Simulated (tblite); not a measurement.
**Run report: CH₁₁BNSi₃, geometry relaxation (part 1 of 3)**

- system: CH₁₁BNSi₃, multiplicity 2
- method: GFN2-xTB geometry optimisation, gas phase (tblite 0.8.0)

It belongs to a series of runs on one base structure; here: H removed from Si.

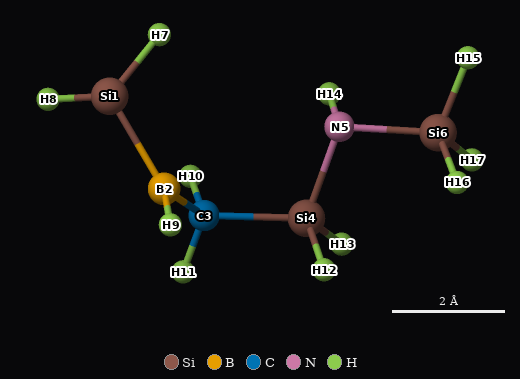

*The starting structure (ball-and-stick view, seen at a tilt; atoms are numbered from 1 in the order of the input).*

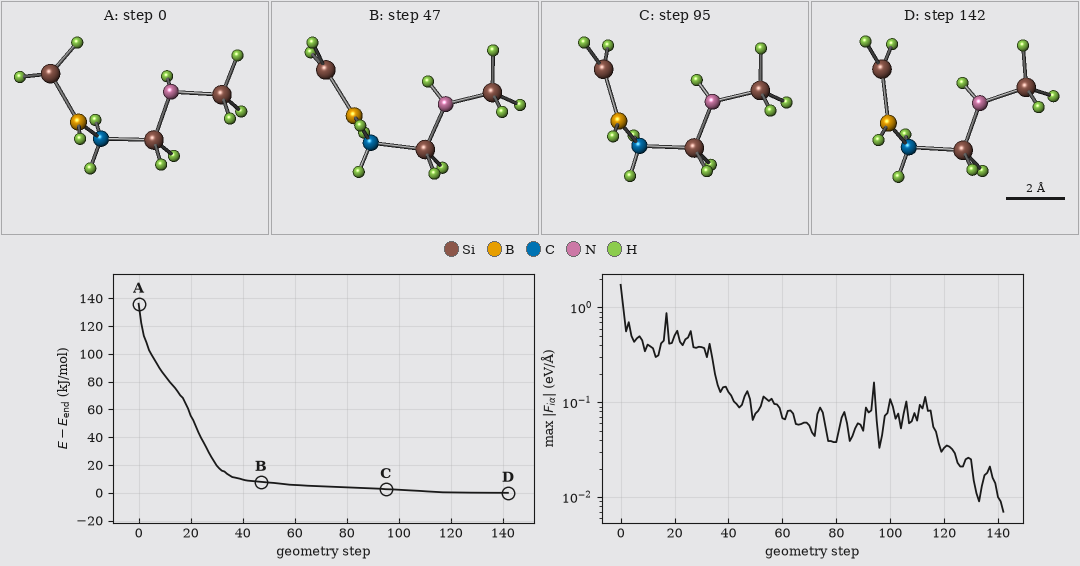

*Frames of the relaxation (ball-and-stick view, seen at a tilt) above the curves, on which the letters mark them (steps are counted from 0).*

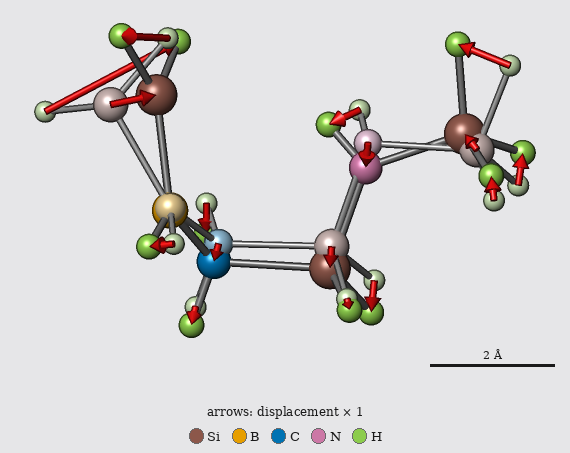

*Start (faint) and end (solid) with the displacements as red arrows, at true length (ball-and-stick view, seen at a tilt). The two geometries are laid on each other by the best rigid fit.*

After 142 geometry steps the energy has fallen by 136.1 kJ/mol. The largest force component goes from 1.7 to 0.007 eV/Å. The largest move after the best rigid fit is that of H8, 2.45 Å. Largest moves by element: H 2.45 Å, Si 0.78 Å, N 0.45 Å, C 0.30 Å, B 0.13 Å. Among the contacts that change: Si4–N5 1.798 → 1.735 Å, N5–Si6 1.785 → 1.728 Å, C3–Si4 1.856 → 1.907 Å, Si1–B2 1.933 → 1.883 Å. Among the angles that change: Si4–N5–Si6 107.2° → 128.3°, B2–Si1–H7 109.5° → 129.7°, B2–Si1–H8 109.1° → 127.6°. (Atoms are counted from 1 in the order of the input.)

The input and output of the run follow.

### The input
```
{"job": {"kind": "relax", "xc": "GFN2-xTB", "basis": "xTB"}, "charge": 0, "multiplicity": 2}
Si    -3.166000    -0.131100     1.161500
B     -1.872700    -1.159100     0.158000
C     -1.110200    -0.535800    -1.079900
Si     0.708900    -0.404000    -0.734100
N      0.968600     0.652900     0.697600
Si     2.731000     0.770600     0.954200
H     -2.526200     1.086500     1.682600
H     -4.267800     0.259700     0.268800
H     -1.603100    -2.265100     0.519300
H     -1.517300     0.482400    -1.290500
H     -1.283000    -1.178700    -1.973000
H      1.236400    -1.757300    -0.440500
H      1.386200     0.149600    -1.892700
H      0.645100     1.606500     0.413700
H      2.993800     1.677700     2.093500
H      3.279100    -0.559300     1.273200
H      3.390200     1.316500    -0.241700
```

The first line tells a small driver script what to run in tblite; the rest is the geometry in Å.

Run as:
```bash
OMP_NUM_THREADS=1 python <driver script> task.json out
```

### The program's output
```
step      E/eV     max force
  0    -463.44273    1.917
  1    -463.58610    1.354
  2    -463.68206    0.677
  3    -463.73107    0.799
  4    -463.78904    0.525
  5    -463.82412    0.508
  6    -463.85624    0.553
  7    -463.88912    0.593
  8    -463.92234    0.464
  9    -463.95094    0.411
 10    -463.97617    0.416
 11    -464.00215    0.459
 12    -464.02695    0.467
 13    -464.04899    0.383
 14    -464.07080    0.371
 15    -464.09717    0.426
 16    -464.12611    0.454
 17    -464.14499    1.012
 18    -464.18493    0.476
 19    -464.22448    0.455
 20    -464.27763    0.513
 21    -464.31147    0.581
 22    -464.35815    0.518
 23    -464.40282    0.485
 24    -464.44310    0.559
 25    -464.47792    0.581
 26    -464.51446    0.603
 27    -464.55304    0.413
 28    -464.58735    0.407
 29    -464.61870    0.387
 30    -464.64989    0.449
 31    -464.67145    0.406
 32    -464.68848    0.346
 33    -464.69467    0.563
 34    -464.71172    0.321
 35    -464.72342    0.216
 36    -464.73603    0.162
 37    -464.73969    0.139
 38    -464.74436    0.170
 39    -464.74859    0.174
 40    -464.75461    0.181
 41    -464.75953    0.139
 42    -464.76272    0.132
 43    -464.76458    0.101
 44    -464.76613    0.093
 45    -464.76781    0.097
 46    -464.77000    0.119
 47    -464.77233    0.135
 48    -464.77449    0.109
 49    -464.77598    0.068
 50    -464.77693    0.083
 51    -464.77803    0.101
 52    -464.77982    0.127
 53    -464.78217    0.156
 54    -464.78452    0.119
 55    -464.78648    0.108
 56    -464.78839    0.116
 57    -464.79072    0.126
 58    -464.79293    0.123
 59    -464.79432    0.094
 60    -464.79504    0.088
 61    -464.79582    0.070
 62    -464.79695    0.088
 63    -464.79841    0.084
 64    -464.79969    0.077
 65    -464.80070    0.075
 66    -464.80148    0.074
 67    -464.80224    0.063
 68    -464.80313    0.084
 69    -464.80410    0.077
 70    -464.80490    0.062
 71    -464.80544    0.048
 72    -464.80586    0.053
 73    -464.80642    0.089
 74    -464.80732    0.103
 75    -464.80861    0.094
 76    -464.80986    0.077
 77    -464.81064    0.062
 78    -464.81103    0.057
 79    -464.81134    0.048
 80    -464.81179    0.041
 81    -464.81249    0.066
 82    -464.81341    0.075
 83    -464.81437    0.085
 84    -464.81519    0.069
 85    -464.81583    0.048
 86    -464.81648    0.058
 87    -464.81737    0.070
 88    -464.81839    0.065
 89    -464.81931    0.068
 90    -464.82009    0.063
 91    -464.82089    0.100
 92    -464.82170    0.089
 93    -464.82323    0.116
 94    -464.82504    0.184
 95    -464.82670    0.074
 96    -464.82715    0.042
 97    -464.82762    0.047
 98    -464.82831    0.072
 99    -464.82958    0.084
100    -464.83114    0.123
101    -464.83242    0.104
102    -464.83334    0.077
103    -464.83421    0.099
104    -464.83515    0.064
105    -464.83608    0.098
106    -464.83697    0.123
107    -464.83791    0.077
108    -464.83917    0.084
109    -464.84076    0.097
110    -464.84199    0.086
111    -464.84322    0.112
112    -464.84441    0.110
113    -464.84579    0.138
114    -464.84724    0.108
115    -464.84858    0.113
116    -464.84931    0.060
117    -464.84976    0.055
118    -464.85008    0.041
119    -464.85032    0.038
120    -464.85057    0.041
121    -464.85090    0.044
122    -464.85131    0.045
123    -464.85167    0.034
124    -464.85190    0.030
125    -464.85204    0.025
126    -464.85217    0.021
127    -464.85232    0.023
128    -464.85249    0.033
129    -464.85270    0.035
130    -464.85292    0.029
131    -464.85309    0.019
132    -464.85316    0.014
133    -464.85318    0.013
134    -464.85321    0.015
135    -464.85327    0.019
136    -464.85335    0.025
137    -464.85346    0.026
138    -464.85356    0.021
139    -464.85361    0.015
140    -464.85364    0.010
141    -464.85367    0.011
142    -464.85369    0.009
```

### Trajectory as extended XYZ (Å, eV, eV/Å), 29 of the 143 frames kept, from step=0 to step=142
```
17
Properties=species:S:1:pos:R:3:forces:R:3 step=0 energy=-463.44273
Si   -3.1660   -0.1311    1.1615    0.3410   0.3010  -0.4710
B    -1.8727   -1.1591    0.1580    0.3660  -0.7140   0.2070
C    -1.1102   -0.5358   -1.0799   -1.7330   0.1640  -0.0290
Si    0.7089   -0.4040   -0.7341    0.5510  -0.0690   1.1070
N     0.9686    0.6529    0.6976    0.8850   0.4760  -1.6320
Si    2.7310    0.7706    0.9542   -0.3320   0.0830   0.5340
H    -2.5262    1.0865    1.6826   -0.2510   0.1450   0.1420
H    -4.2678    0.2597    0.2688   -0.2540   0.1240   0.2520
H    -1.6031   -2.2651    0.5193    0.0190   0.2210  -0.4560
H    -1.5173    0.4824   -1.2905    0.2800  -0.6840  -0.2030
H    -1.2830   -1.1787   -1.9730    0.2980   0.5330   0.5370
H     1.2364   -1.7573   -0.4405   -0.0220   0.3540   0.0040
H     1.3862    0.1496   -1.8927    0.1770   0.0800  -0.3640
H     0.6451    1.6065    0.4137    0.0950  -1.0430   0.6700
H     2.9938    1.6777    2.0935   -0.2280  -0.1440  -0.2520
H     3.2791   -0.5593    1.2732   -0.2180   0.2300  -0.1200
H     3.3902    1.3165   -0.2417    0.0270  -0.0560   0.0730
17
Properties=species:S:1:pos:R:3:forces:R:3 step=5 energy=-463.82412
Si   -3.1196   -0.0870    1.0941   -0.0790   0.1500   0.0580
B    -1.8571   -1.2003    0.1942    0.0460  -0.1150  -0.0360
C    -1.1827   -0.5420   -1.0388    0.2820   0.1240  -0.3270
Si    0.6880   -0.4217   -0.7356    0.2270   0.0840  -0.1500
N     1.0915    0.6583    0.5565   -0.2900   0.0320   0.0960
Si    2.7618    0.7900    0.9777    0.0550   0.0500  -0.0830
H    -2.5733    1.1210    1.7171   -0.1890   0.1380   0.1680
H    -4.3078    0.2894    0.3118   -0.0820   0.1490   0.1250
H    -1.5771   -2.3034    0.4601    0.0380  -0.1730  -0.0320
H    -1.5287    0.4510   -1.3277   -0.1930   0.0200   0.1220
H    -1.2407   -1.1400   -1.9434   -0.0210  -0.2330  -0.0990
H     1.2473   -1.7312   -0.4225    0.0300  -0.0600   0.0650
H     1.3790    0.1294   -1.9157   -0.1230  -0.1590  -0.2230
H     0.6142    1.5476    0.4985   -0.0550  -0.1230   0.2090
H     2.9504    1.6877    2.0957   -0.1260   0.1900   0.2170
H     3.2433   -0.5423    1.2625    0.0470  -0.2420   0.0940
H     3.4045    1.3057   -0.2144    0.4340   0.1690  -0.2030
17
Properties=species:S:1:pos:R:3:forces:R:3 step=10 energy=-463.97617
Si   -3.0730   -0.0285    1.0362    0.1790  -0.0630  -0.1420
B    -1.8372   -1.2338    0.1900   -0.0620   0.1730  -0.0020
C    -1.1570   -0.5473   -1.0700    0.0240  -0.1850   0.0700
Si    0.7244   -0.4171   -0.7818   -0.1880   0.0430  -0.1660
N     1.1397    0.6630    0.5053    0.0540  -0.0130   0.0600
Si    2.8031    0.8187    0.9642    0.1130   0.0210  -0.0340
H    -2.6864    1.1869    1.8027   -0.1990  -0.2220   0.0590
H    -4.3629    0.3664    0.3993    0.1520   0.0610   0.1470
H    -1.5558   -2.3662    0.4064   -0.1380   0.2960   0.0990
H    -1.5917    0.4263   -1.3239    0.1820  -0.1500  -0.0620
H    -1.2228   -1.1786   -1.9574   -0.0730   0.0490  -0.0720
H     1.2652   -1.7226   -0.3918    0.0250   0.0470  -0.0620
H     1.3473    0.0623   -2.0326    0.0130  -0.0930  -0.0230
H     0.5594    1.4752    0.6298   -0.0460  -0.0250   0.0420
H     2.8685    1.7299    2.1296   -0.0340  -0.1940  -0.3030
H     3.2221   -0.5620    1.2792    0.0200   0.3440  -0.0170
H     3.5500    1.3396   -0.2153   -0.0210  -0.0890   0.4060
17
Properties=species:S:1:pos:R:3:forces:R:3 step=15 energy=-464.09717
Si   -3.0133    0.0086    0.9720   -0.1520   0.0720   0.1460
B    -1.8332   -1.2146    0.1902    0.1800  -0.0380  -0.1910
C    -1.1413   -0.5893   -1.1037   -0.3230   0.0280  -0.1500
Si    0.7188   -0.4080   -0.8335    0.1880  -0.1320   0.2310
N     1.1560    0.6622    0.4678    0.0250  -0.0730  -0.2510
Si    2.8121    0.8348    0.9396   -0.3390  -0.0670   0.1680
H    -2.8208    1.1427    1.9000   -0.0050  -0.0840   0.4180
H    -4.3452    0.4450    0.4835   -0.0750   0.1660  -0.2450
H    -1.5792   -2.3288    0.4348    0.0830  -0.0800   0.2970
H    -1.5722    0.3819   -1.3512    0.0520   0.1030  -0.1790
H    -1.2396   -1.2035   -2.0000   -0.0090  -0.0650  -0.0100
H     1.2821   -1.6942   -0.4041    0.0340  -0.0050  -0.1020
H     1.3335   -0.0034   -2.1068    0.0730   0.0800  -0.0510
H     0.5282    1.4066    0.7180   -0.0420  -0.0040  -0.0550
H     2.8118    1.7239    2.0879   -0.0150   0.1660   0.1440
H     3.2385   -0.5026    1.2954    0.1580  -0.2150   0.0740
H     3.6567    1.3509   -0.1199    0.1660   0.1490  -0.2420
17
Properties=species:S:1:pos:R:3:forces:R:3 step=20 energy=-464.27763
Si   -3.0151    0.0523    0.9850   -0.2120   0.2080   0.1020
B    -1.8213   -1.1739    0.1660   -0.3920   0.1480   0.2550
C    -1.1815   -0.6192   -1.1755    0.5060   0.0670   0.0540
Si    0.7026   -0.4523   -0.8687    0.1320   0.0960  -0.3270
N     1.1526    0.6579    0.3875   -0.1280   0.2430   0.2000
Si    2.7805    0.8265    0.9511    0.3450   0.0980  -0.0550
H    -2.9270    0.9917    2.1441   -0.0330  -0.3670   0.0490
H    -4.3123    0.5699    0.4296    0.3450   0.0330  -0.0800
H    -1.5732   -2.2579    0.5977    0.1620   0.3570  -0.2020
H    -1.5151    0.3826   -1.4649   -0.2340  -0.1630  -0.0100
H    -1.2704   -1.2472   -2.0608   -0.0310  -0.1040   0.0350
H     1.3225   -1.7061   -0.4626    0.0100  -0.2210   0.0060
H     1.3534   -0.0197   -2.1360   -0.1240  -0.0220   0.1440
H     0.4949    1.3558    0.7220    0.1780  -0.3200  -0.2390
H     2.7694    1.7590    2.0786   -0.1460  -0.0260   0.0370
H     3.3139   -0.4860    1.3296   -0.1360   0.0370   0.0130
H     3.7192    1.3786   -0.0528   -0.2430  -0.0640   0.0180
17
Properties=species:S:1:pos:R:3:forces:R:3 step=25 energy=-464.47792
Si   -3.0563    0.1333    1.0321    0.3940  -0.2580  -0.0970
B    -1.8828   -1.0704    0.1675    0.4820   0.2280  -0.2310
C    -1.1381   -0.6391   -1.1998   -0.4780   0.0840   0.0950
Si    0.7508   -0.4814   -0.9229   -0.1840  -0.1830   0.2770
N     1.1859    0.6338    0.3467   -0.0220  -0.1640  -0.0890
Si    2.7946    0.8387    0.9649   -0.2510   0.0140   0.0770
H    -3.0378    0.7224    2.3841   -0.2110  -0.1340   0.0010
H    -4.1946    0.7192    0.3393   -0.2400   0.4180  -0.0380
H    -1.5141   -2.0568    0.6871    0.0680  -0.1380   0.0380
H    -1.5266    0.3180   -1.5658    0.1100   0.0590   0.0520
H    -1.2993   -1.3111   -2.0566    0.2220  -0.1010   0.4160
H     1.3476   -1.7721   -0.5281   -0.0810   0.1090  -0.0800
H     1.3627   -0.0161   -2.1606    0.1360   0.0750  -0.2840
H     0.4756    1.2784    0.6577    0.1250  -0.0590  -0.0200
H     2.6839    1.7762    2.0820   -0.0600  -0.0200   0.0490
H     3.3357   -0.4592    1.3672   -0.0770  -0.0190   0.0410
H     3.7058    1.3983   -0.0249    0.0670   0.0890  -0.2070
```
